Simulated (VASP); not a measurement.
Band structure of K3LiCl4 (ordered alloy cell). Method: PBEsol GGA, VASP's PBE PAW potentials (set 64) (plane waves; VASP 6.6.1).

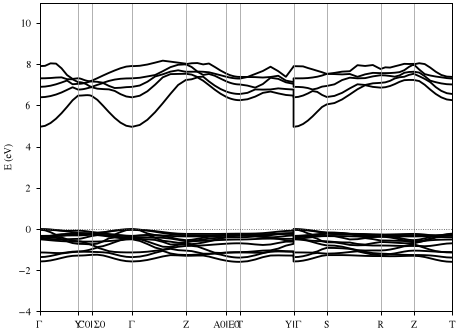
Fig. 1. Bands along high-symmetry lines, zero at the valence-band maximum or, without a gap, the Fermi level

Q: Read the plot: is there a gap, and where are the band edges?

A: The gap is direct, 4.96 eV, from the valence maximum at Γ to the conduction minimum at Γ. (Edges off the drawn lines would not show.)

The structure was generated: K3LiCl4 was put into an ordered model structure (Cmmm), which need not be its known phase. It was relaxed first.
